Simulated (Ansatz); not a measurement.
FH4NO2Ti···HF

| atom | x (Å) | y (Å) | z (Å) |
| --- | --- | --- | --- |
| Ti | -0.1954 | -0.2580 | 0.2130 |
| N | -0.0119 | 0.0615 | 2.1843 |
| H | -0.8377 | 0.2561 | 2.7266 |
| H | 0.5985 | -0.5312 | 2.7224 |
| O | 1.4157 | -0.5656 | -0.4085 |
| H | 2.1585 | 0.0119 | -0.5330 |
| F | -0.9902 | 1.1494 | -0.4448 |
| O | -1.2043 | -1.6526 | -0.1201 |
| H | -1.2463 | -2.5478 | -0.4133 |
| F | 1.7184 | 2.0226 | 0.8007 |
| H | 1.2691 | 1.8037 | 1.5657 |

Not at a stationary point (largest force 1.7 eV/Å).

These are results of Ansatz, RHF/def2-SVP, not measurements.

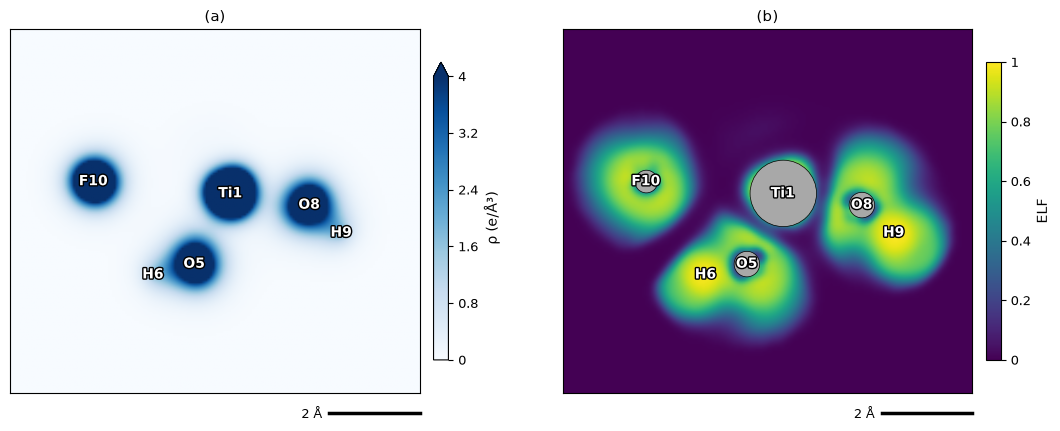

Figure 1. (a) electron density; (b) electron localisation function on the plane of atoms O5, Ti1 and O8. Grey discs cover the atomic cores in the ELF map.

Read the bonding off the picture.

Answer. The section cuts through Ti, O, H and F sites.
Ti1···F10 (3.03 Å): the density falls to about 0.04 e/Å³ on the way; the ELF dips to about 0 between them.
Ti–O (1.75 Å): the density is about 1.1 e/Å³ at the midpoint; the ELF peaks at about 0.80 in the valence shell of O, 0.5 Å from its nucleus, and drops to about 0.20 between the two atoms.
O–H (0.94 Å): ρ at the midpoint is about 3.8 e/Å³; the ELF climbs to about 1 towards the hydrogen, as it does in any bond to H: a covalent bond by its length.
The ELF also peaks beside F10, away from the bonds: lone-pair regions.

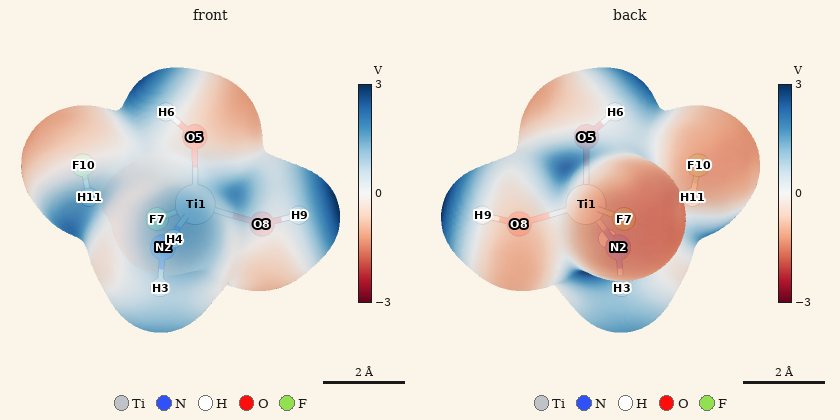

Figure 2. The electrostatic potential painted on the density surface at 0.002 e/bohr³, seen from the front and from behind; red is negative and blue positive.

Describe the electrostatic potential map.

Answer. The most negative region (about −1.7 V, or −39 kcal/mol for a unit charge) lies over F7, the most positive (about +2.9 V, or +67 kcal/mol for a unit charge) over Ti1 and H9.

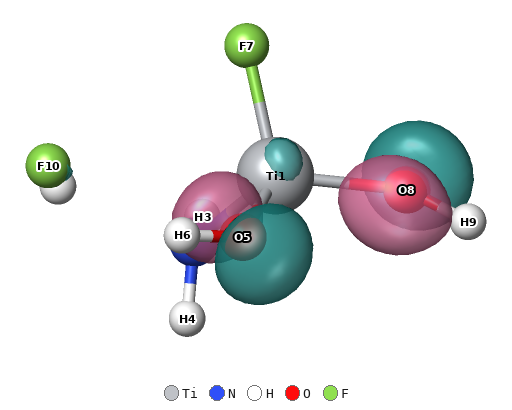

Figure 3. The HOMO−1 at ±0.2 Å⁻³ᐟ² (teal and pink are the two phases), seen from one side.

Where does this orbital lie, and at what energy?

Answer. By Hirshfeld shares it lies mainly on O8 (about 45 %), O5 (about 35 %) and Ti1 (about 10 %); largely a combination of lone pairs on O8 and O5. Its energy is −14.07 eV.
